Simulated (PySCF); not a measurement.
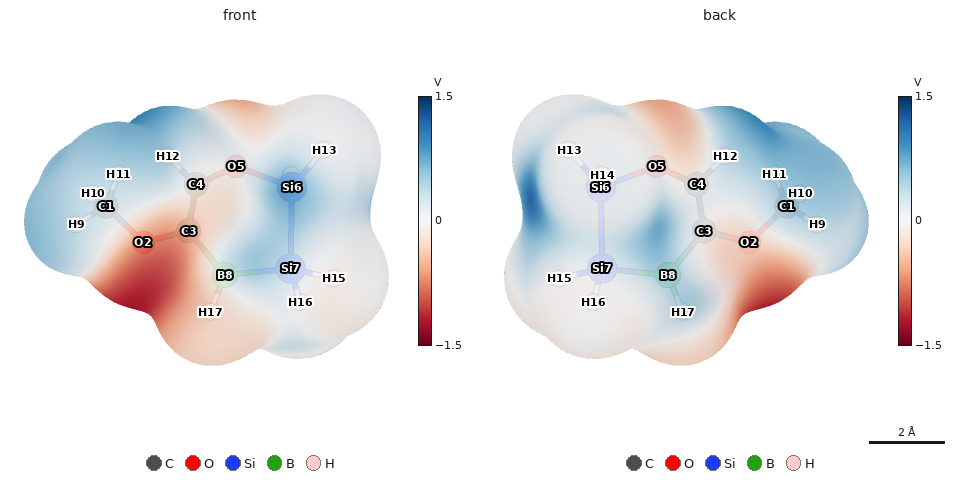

C$_{3}$H$_{9}$BO$_{2}$Si$_{2}$. The electrostatic potential painted on the density surface at 0.001 e/bohr³, seen from the front and from behind; the colour scale runs from red (negative) to blue (positive).

Geometry: GFN2-xTB.

The calculation used PBE0/def2-SVPD, SCF density, gas phase in PySCF.

```yaml
atoms:
  - { symbol: C, position_ang: [3.0183, -0.1237, 0.4121] }
  - { symbol: O, position_ang: [1.9631, -0.8801, -0.1190] }
  - { symbol: C, position_ang: [0.6595, -0.3968, -0.0910] }
  - { symbol: C, position_ang: [0.4021, 0.8164, 0.4691] }
  - { symbol: O, position_ang: [-0.7570, 1.4481, 0.5912] }
  - { symbol: Si, position_ang: [-2.3441, 1.1696, 0.1946] }
  - { symbol: Si, position_ang: [-2.2534, -0.9085, -0.7953] }
  - { symbol: B, position_ang: [-0.3467, -1.3602, -0.7361] }
  - { symbol: H, position_ang: [3.9136, -0.7207, 0.2420] }
  - { symbol: H, position_ang: [2.9014, 0.0460, 1.4887] }
  - { symbol: H, position_ang: [3.1295, 0.8406, -0.0972] }
  - { symbol: H, position_ang: [1.2039, 1.4137, 0.8965] }
  - { symbol: H, position_ang: [-2.6318, 2.3758, -0.5875] }
  - { symbol: H, position_ang: [-2.9745, 1.3483, 1.5060] }
  - { symbol: H, position_ang: [-2.8579, -0.8598, -2.1429] }
  - { symbol: H, position_ang: [-3.1403, -1.8455, -0.0737] }
  - { symbol: H, position_ang: [0.1072, -2.3511, -1.1676] }
```

Which sites attract a positive test charge, and which a negative one?

A positive charge is drawn to the negative regions and a negative charge to the positive ones. The most negative region (about −1.2 V) lies over O2, the most positive (about +1.1 V) over Si6. O2 is the likeliest acceptor of a hydrogen bond.

What dipole moment does the calculation give?

Its dipole moment is 1.51 D.
